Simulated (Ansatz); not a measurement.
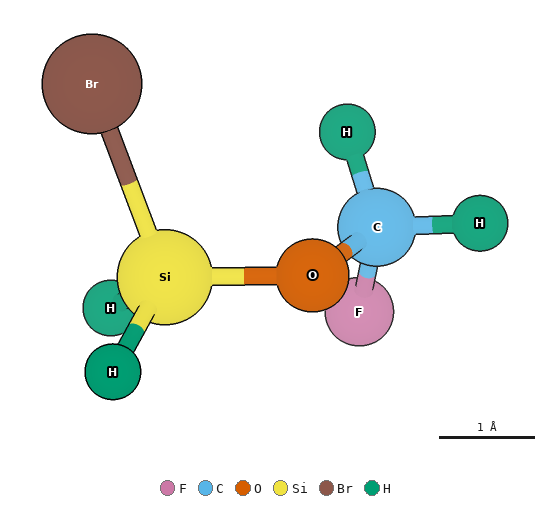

Fig. 1: The starting structure (ball-and-stick view, seen at a tilt). Bond lengths as drawn: Br–Si 2.25 Å, C–F 1.41 Å, C–H 1.08 to 1.11 Å, C–O 1.42 Å, H–Si 1.48 to 1.56 Å and O–Si 1.55 Å.

## CH$_{4}$BrFOSi: geometry relaxation (part 1 of 2)

CH$_{4}$BrFOSi, computed with RKS PBE-D4/def2-SVP (Ansatz 0.2.0).

The geometry: force-field start.

**Input file**
```yaml
crystal:
  periodic: [false, false, false]
  atoms:
    - {symbol: F, position_ang: [1.627400, -1.194500, -0.334700]}
    - {symbol: C, position_ang: [1.293500, 0.175100, -0.328900]}
    - {symbol: O, position_ang: [0.327500, 0.417100, 0.687200]}
    - {symbol: Si, position_ang: [-1.101200, -0.163900, 0.492500]}
    - {symbol: Br, position_ang: [-2.286000, 1.221200, -0.824000]}
    - {symbol: H, position_ang: [2.221200, 0.730900, -0.097800]}
    - {symbol: H, position_ang: [0.970400, 0.495900, -1.312700]}
    - {symbol: H, position_ang: [-1.110900, -1.493400, -0.151100]}
    - {symbol: H, position_ang: [-1.853400, -0.234600, 1.852400]}
basis:
  gaussian: {orbitals: def2-SVP}
hamiltonian: {xc: pbe, dispersion: d4}
relax: {f_tol: 0.03, max_steps: 200}
```

Hardware: 4 threads of AMD EPYC, 23 GiB of memory available, shared host.

Launched with:
```bash
ansatz run in.yaml --threads 4 --pin off --events-out ev --progress --plain --max-ram 10444MiB
```

**Log**
```
Functional definition: PBE
  name "PBE"
  cite "Perdew, Burke & Ernzerhof, Phys. Rev. Lett. 77, 3865 (1996) doi:10.1103/PhysRevLett.77.3865"
  parent pbe
  parameter kappa = 0.804
  parameter beta = 0.06672455060314922
  exchange = pbe_x(kappa = kappa, mu = beta*pi^2/3)
  correlation = pbe_c(beta = beta)
1222 factors; their error is unknown
mean field evaluation 1: about -83751.2364 eV, gradient 4.7e1 eV
mean field evaluation 2: about -83738.3523 eV, gradient 9.5e1 eV
mean field evaluation 4: about -83755.2412 eV, gradient 6.3e0 eV
mean field evaluation 8: about -83755.1944 eV, gradient 1.7e-1 eV
mean field evaluation 16: about -83755.1944 eV, gradient 5.2e-5 eV
mean field -83755.19442558 eV, -3077.9466238302 hartree, gradient 5.2e-5 eV, S^2 0.000000; 0 other end points of the search recorded, 0 dependent functions left out
the calculation of the forces begins
reference -83755.19445803 eV, -3077.9466250229 hartree; 38, 38 occupied and 74, 74 virtual orbitals, 1222 factors
relax step   1: F+E_penalty+E_count = -83755.39685866 eV  Δ(F+E_penalty+E_count) = +0.000e0 eV  max|allowed force component| = 5.582e0 eV/Å  Δτ_max = 0.0000 Å  (27 SCF iters, accepted)
these checks for a lower state are left out or cut short: starts, cluster_reference, orbital_swaps, neighbouring_geometries, increment
1222 factors; their error is unknown
mean field -83755.52799352 eV, -3077.9588822260 hartree, gradient 1.3e-5 eV, S^2 0.000000; 0 other end points of the search recorded, 0 dependent functions left out
[... from here on the field's lines of each further geometry are left out, up to the last ...]
relax step   2: F+E_penalty+E_count = -83755.72888507 eV  Δ(F+E_penalty+E_count) = -3.320e-1 eV  max|allowed force component| = 2.817e0 eV/Å  Δτ_max = 0.0565 Å  (29 SCF iters, accepted)
relax step   3: F+E_penalty+E_count = -83755.85484578 eV  Δ(F+E_penalty+E_count) = -1.260e-1 eV  max|allowed force component| = 4.222e-1 eV/Å  Δτ_max = 0.0909 Å  (29 SCF iters, accepted)
relax step   4: F+E_penalty+E_count = -83755.86281155 eV  Δ(F+E_penalty+E_count) = -7.966e-3 eV  max|allowed force component| = 2.193e-1 eV/Å  Δτ_max = 0.0946 Å  (29 SCF iters, accepted)
relax step   5: F+E_penalty+E_count = -83755.86656588 eV  Δ(F+E_penalty+E_count) = -3.754e-3 eV  max|allowed force component| = 1.751e-1 eV/Å  Δτ_max = 0.0797 Å  (29 SCF iters, accepted)
relax step   6: F+E_penalty+E_count = -83755.87403250 eV  Δ(F+E_penalty+E_count) = -7.467e-3 eV  max|allowed force component| = 6.236e-2 eV/Å  Δτ_max = 0.0585 Å  (29 SCF iters, accepted)
relax step   7: F+E_penalty+E_count = -83755.87198552 eV  Δ(F+E_penalty+E_count) = +2.047e-3 eV  max|allowed force component| = 2.814e-1 eV/Å  Δτ_max = 0.0566 Å  (28 SCF iters, rejected (line search))
relax step   8: F+E_penalty+E_count = -83755.87621029 eV  Δ(F+E_penalty+E_count) = -2.178e-3 eV  max|allowed force component| = 5.314e-2 eV/Å  Δτ_max = 0.0283 Å  (30 SCF iters, accepted)
relax step   9: F+E_penalty+E_count = -83755.88300829 eV  Δ(F+E_penalty+E_count) = -6.798e-3 eV  max|allowed force component| = 1.003e-1 eV/Å  Δτ_max = 0.0955 Å  (28 SCF iters, accepted)
relax step  10: F+E_penalty+E_count = -83755.88602289 eV  Δ(F+E_penalty+E_count) = -3.015e-3 eV  max|allowed force component| = 4.253e-1 eV/Å  Δτ_max = 0.1463 Å  (29 SCF iters, accepted)
relax step  11: F+E_penalty+E_count = -83755.89468448 eV  Δ(F+E_penalty+E_count) = -8.662e-3 eV  max|allowed force component| = 5.807e-2 eV/Å  Δτ_max = 0.0428 Å  (30 SCF iters, accepted)
relax step  12: F+E_penalty+E_count = -83755.89569356 eV  Δ(F+E_penalty+E_count) = -1.009e-3 eV  max|allowed force component| = 3.871e-2 eV/Å  Δτ_max = 0.0174 Å  (30 SCF iters, accepted)
relax step  13: F+E_penalty+E_count = -83755.89796747 eV  Δ(F+E_penalty+E_count) = -2.274e-3 eV  max|allowed force component| = 3.017e-2 eV/Å  Δτ_max = 0.0462 Å  (29 SCF iters, accepted)
relax step  14: F+E_penalty+E_count = -83755.89544405 eV  Δ(F+E_penalty+E_count) = +2.523e-3 eV  max|allowed force component| = 3.555e-1 eV/Å  Δτ_max = 0.1953 Å  (35 SCF iters, rejected (line search))
relax step  15: F+E_penalty+E_count = -83755.90020134 eV  Δ(F+E_penalty+E_count) = -2.234e-3 eV  max|allowed force component| = 6.267e-2 eV/Å  Δτ_max = 0.0952 Å  (28 SCF iters, accepted)
relax step  16: F+E_penalty+E_count = -83755.90097125 eV  Δ(F+E_penalty+E_count) = -7.699e-4 eV  max|allowed force component| = 3.171e-2 eV/Å  Δτ_max = 0.0364 Å  (28 SCF iters, accepted)
the calculation of the forces begins
reference -83755.69717954 eV, -3077.9650996977 hartree; 38, 38 occupied and 74, 74 virtual orbitals, 1222 factors
relax step  17: F+E_penalty+E_count = -83755.90144297 eV  Δ(F+E_penalty+E_count) = -4.717e-4 eV  max|allowed force component| = 1.045e-2 eV/Å  Δτ_max = 0.0206 Å  (30 SCF iters, accepted)
```

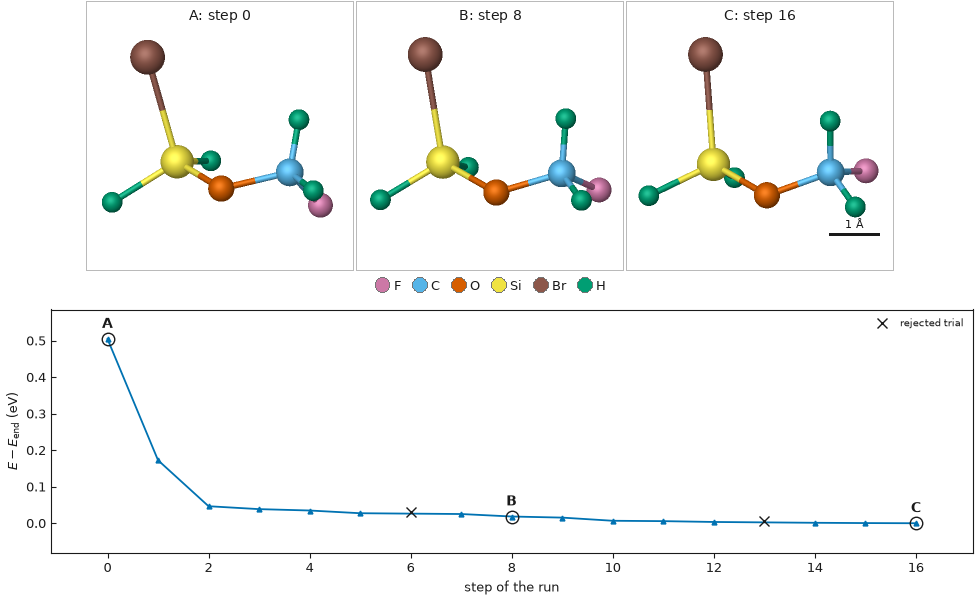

Fig. 2: Frames of the relaxation (ball-and-stick view, seen at a tilt) above the curves, on which the letters mark them (the first geometry is step 0 here and step 1 in the log).

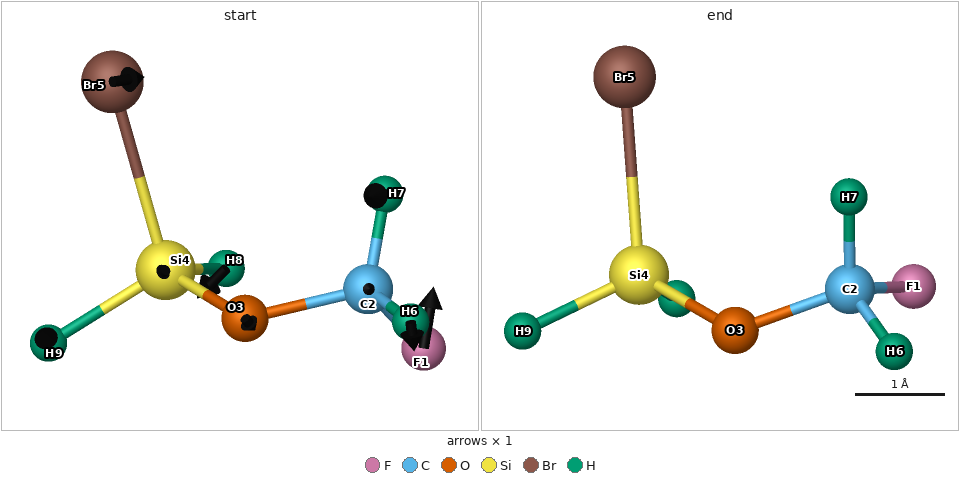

Fig. 3: Before (left) and after (right) the relaxation, at one scale (ball-and-stick view, seen at a tilt). The black arrows give the displacements, at true length. The largest move after the best rigid fit is that of F1, 0.70 Å. By element the largest moves are F 0.70 Å, H 0.58 Å, Br 0.50 Å, O 0.23 Å, Si 0.15 Å, C 0.09 Å. Among the contacts that change: O3–Si4 1.555 → 1.685 Å, Si4–H9 1.556 → 1.492 Å, C2–O3 1.423 → 1.389 Å, C2–H7 1.084 → 1.116 Å. Among the angles that change: C2–O3–Si4 118.1° → 125.2°, O3–Si4–H9 110.6° → 104.7°, H6–C2–H7 106.9° → 110.9°. After 16 geometry steps the energy has fallen by 0.505 eV. Largest force component: 5.6 eV/Å at the start, 0.01 eV/Å at the end. The line search rejected the trial steps at points 6, 13 (counted from 0) and went back. (Atoms are counted from 1 in the order of the input.)

```
1222 factors; their error is unknown
mean field -83755.69714681 eV, -3077.9650984949 hartree, gradient 1.2e-5 eV, S^2 0.000000; 1 other end points of the search recorded, 0 dependent functions left out
the calculation of the forces begins
reference -83755.69717954 eV, -3077.9650996977 hartree; 38, 38 occupied and 74, 74 virtual orbitals, 1222 factors
Total energy: -83755.90147570 eV, -3077.9726074430 hartree
Atom 0 at     1.421595    -0.974635    -0.954058 Å, force    -0.004437    -0.001289     0.003261 eV/Å
Atom 1 at     1.349269     0.247001    -0.313043 Å, force    -0.002065     0.009313     0.005662 eV/Å
Atom 2 at     0.412766     0.213300     0.711546 Å, force    -0.010445    -0.006890    -0.004624 eV/Å
Atom 3 at    -1.193227    -0.266304     0.543192 Å, force     0.003982     0.009026    -0.003914 eV/Å
Atom 4 at    -2.149498     0.849955    -1.152041 Å, force     0.003446    -0.004445     0.004914 eV/Å
Atom 5 at     2.339414     0.470170     0.141383 Å, force     0.005444    -0.003501    -0.002487 eV/Å
Atom 6 at     1.080025     1.013403    -1.077853 Å, force     0.002597     0.002063    -0.003142 eV/Å
Atom 7 at    -1.328095    -1.728136     0.256981 Å, force     0.001158    -0.003708    -0.000313 eV/Å
Atom 8 at    -1.843748     0.129044     1.826792 Å, force     0.000320    -0.000569     0.000642 eV/Å
Dipole moment:     0.095587     0.081723     0.137667 e Å
```

**Trajectory as extended XYZ (Å, eV, eV/Å), 17 frames, from step=1 to step=17**
```
9
Properties=species:S:1:pos:R:3:forces:R:3 step=1 energy=-83755.39686
F     1.6274   -1.1945   -0.3347   -0.3930   1.0968  -0.2107
C     1.2935    0.1751   -0.3289    0.9186  -0.9100   1.5288
O     0.3275    0.4171    0.6872    5.1254   1.4768  -0.3116
Si   -1.1012   -0.1639    0.4925   -5.5821  -1.5863   0.6169
Br   -2.2860    1.2212   -0.8240   -0.0500   0.0227  -0.1004
H     2.2212    0.7309   -0.0978    0.0298   0.1125   0.3441
H     0.9704    0.4959   -1.3127   -0.6911  -0.0448  -0.8905
H    -1.1109   -1.4934   -0.1511    0.0565  -0.3026  -0.2269
H    -1.8534   -0.2346    1.8524    0.5858   0.1348  -0.7497
9
Properties=species:S:1:pos:R:3:forces:R:3 step=2 energy=-83755.72889
F     1.6496   -1.1771   -0.3644   -0.0899   0.5453  -0.0616
C     1.3246    0.1756   -0.3150    0.1245  -0.4729   0.5220
O     0.3579    0.3910    0.6895    2.6599   0.7205  -0.1532
Si   -1.1374   -0.1684    0.5030   -2.8166  -0.8066  -0.0316
Br   -2.3162    1.2019   -0.8448    0.0429  -0.0016   0.0369
H     2.2404    0.7463   -0.0558   -0.0305   0.0314   0.0958
H     0.9437    0.4824   -1.3081   -0.0981   0.0162  -0.2266
H    -1.1637   -1.4994   -0.1706    0.0412  -0.1045  -0.0144
H    -1.8105   -0.1986    1.8491    0.1667   0.0721  -0.1672
9
Properties=species:S:1:pos:R:3:forces:R:3 step=3 energy=-83755.85485
F     1.7098   -1.1537   -0.4150    0.0090   0.0011  -0.0221
C     1.3527    0.1728   -0.3192   -0.0921   0.0389   0.1663
O     0.3803    0.3478    0.6720    0.4030   0.0586  -0.1035
Si   -1.1942   -0.1877    0.4961   -0.4222  -0.1233  -0.0453
Br   -2.3401    1.2126   -0.8400    0.0595  -0.0690   0.0121
H     2.2453    0.7616   -0.0147   -0.0029   0.0043  -0.0346
H     0.9765    0.4999   -1.3182    0.0448   0.0288   0.0028
H    -1.2257   -1.5504   -0.1281   -0.0350   0.0357  -0.0099
H    -1.8162   -0.1490    1.8500    0.0360   0.0249   0.0340
```
